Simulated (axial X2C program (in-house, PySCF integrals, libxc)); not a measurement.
## Relativistic diatomic calculation for TeMn⁺

System: TeMn⁺, single determinant with Ω = 1. The distance is the PBE0 minimum at charge 1.
Method: expectation values, HF and Kohn-Sham, two-component X2C with atomic mean-field Coulomb and Gaunt terms, Te dyall-cv3z, Mn dyall-cv3z (cores contracted) (axial X2C program (in-house, PySCF integrals, libxc)).

## Summary

```
   quantity                                                                 value
    outcome                       converged; the levels of theory disagree widely
   hardware  1 thread of Arm Neoverse N1, 16 GiB of memory available, shared host
  wall time                                                                 9.1 s
peak memory                                                              0.51 GiB
```

## The input
```
{"zs": [52, 25], "q": 1, "bas": ["dyall-cv3z", "dyall-cv3z"], "r0": 2.33, "levels": ["PBE0", "HF", "BHandHLYP", "LDA", "r2SCAN"], "nst": 3}
```

The line is the task of a batch: nuclear charges, charge, bases, the levels to run, a first guess of the distance and further settings. This report covers the levels named above. The log is that of the reference distance, started from orbitals converged before.

Launched within a batch (the task file carries these settings):
```bash
python <driver script> task.json out
```

## The program's output
```
two-component X2C + atomic mean field  PBE0
basis functions 232  fitting functions 1228  grid points 5803
iter        total energy     max residual
   1      -7948.472909405     4.19e-05
   2      -7948.472909405     2.42e-05
   3      -7948.472909415     9.83e-06
converged
one-electron -11439.60916707  Coulomb 3450.98442078  exact exchange -56.48569433  xc functional -172.98284536  nuclear repulsion 273.96669622  atomic mean-field constant -4.34631965
```

## Expectation values by level of theory

| quantity | PBE0 | HF | BHandHLYP | LDA | r2SCAN |
| --- | --- | --- | --- | --- | --- |
| effective field for an electron dipole moment (GV/cm) | −0.844 | −1.67 | −0.919 | −1.32 | −0.928 |
| field gradient at the first nucleus (a.u.) | 1.45 | 2.21 | 1.94 | 0.0986 | 1.04 |
| field gradient at the second nucleus (a.u.) | −0.428 | −0.411 | −0.388 | −0.584 | −0.453 |
| A∥/gI, first nucleus (MHz) | −831 | −655 | −842 | −1010 | −922 |
| A∥/gI, second nucleus (MHz) | 750 | 746 | 638 | 782 | 939 |

Each column comes from one determinant with 2 or more unpaired spinors, which can mix states, in a basis with contracted cores. The levels disagree widely: the field gradient at the first nucleus runs from 0.0986 to 2.21 a.u. They may not all have settled in the same state, and these values aren't reliable properties of the molecule.

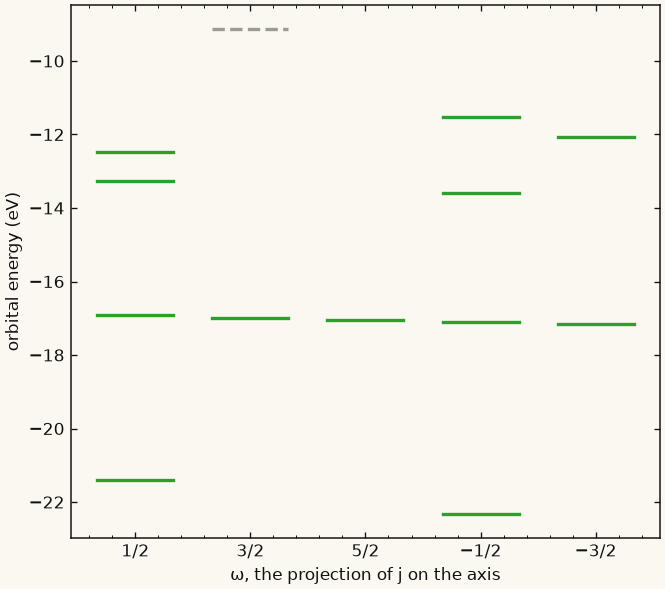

*Orbital energies (PBE0) near the frontier at 2.51 Å, filled (solid) and empty (dashed).*

The highest filled spinor (−1/2; 86 % Te p, 8 % Mn p) lies at −11.53 eV, the lowest empty one (3/2; 82 % Te p, 14 % Mn p) at −9.14 eV.
